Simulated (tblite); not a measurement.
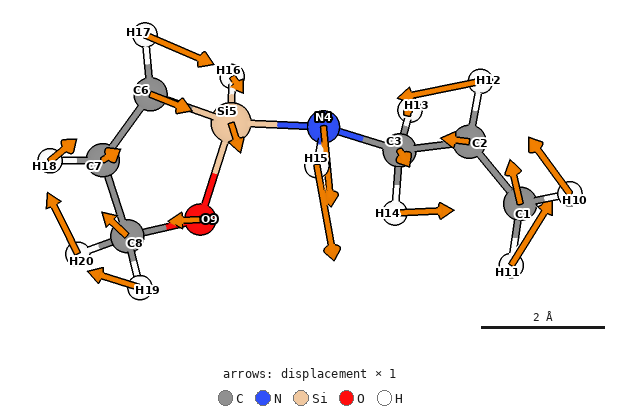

This is a relaxation of C₆H₁₁NOSi. The starting structure is drawn; orange arrows show the displacements, at their true length. The two geometries are superimposed by the best rigid fit.

The picture is a ball-and-stick view, seen face on.

All numbers below come from GFN2-xTB geometry optimisation, gas phase (tblite 0.8.0). 

> Describe the change and its energy.

The largest move after the best rigid fit is that of H15, 1.99 Å. Largest moves by element: H 1.99 Å, N 1.60 Å, C 0.82 Å, O 0.55 Å, Si 0.55 Å. Near-neighbour distances that change, for instance: Si5–C6 1.831 → 1.888 Å, C8–O9 1.450 → 1.397 Å, C1–C2 1.350 → 1.319 Å, C3–N4 1.474 → 1.444 Å. Among the angles between lasting bonds that change: N4–Si5–C6 110.7° → 124.4°, Si5–N4–H15 106.5° → 118.4°, N4–Si5–H16 113.5° → 107.0°. After 244 geometry steps the energy has fallen by 48.1 kJ/mol.
